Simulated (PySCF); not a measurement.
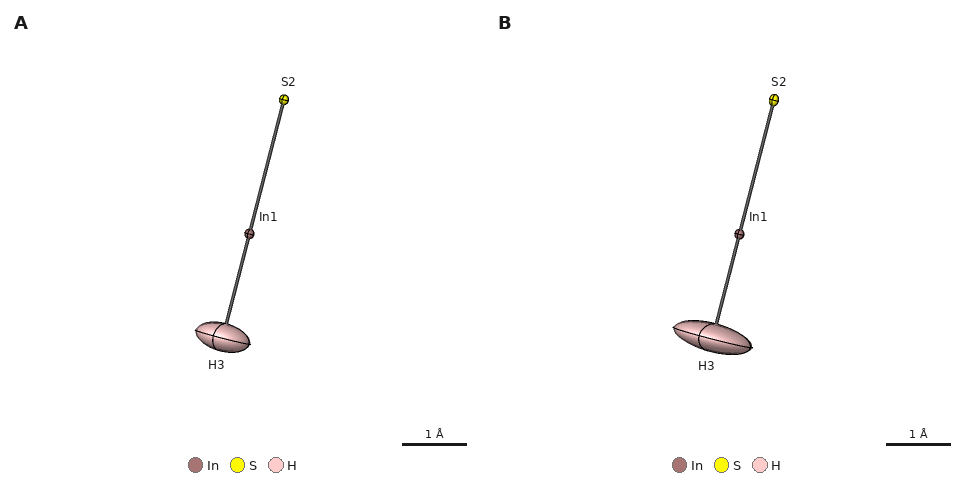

Displacement ellipsoids at the 50 % level, scaled by 1.5, from the internal vibrations of the free molecule (harmonic, no overall translation or rotation; no half-axis is drawn under 0.075 Å). Vibrations computed with RKS-based PBE0, In def2-TZVP with ECP28, S def2-TZVP, H def2-TZVP; scalar-relativistic core potentials; density fitting (PySCF 2.14.0). One panel is for 0 K (zero-point motion alone), the other for 600 K.

**Which panel is for 600 K?**

B.

**How much does the mean-square displacement of H3 grow, and why?**

U_eq goes from 0.0273 to 0.0537 Å², a factor of 2.0. The lowest modes (from 437 cm⁻¹) begin to be excited.
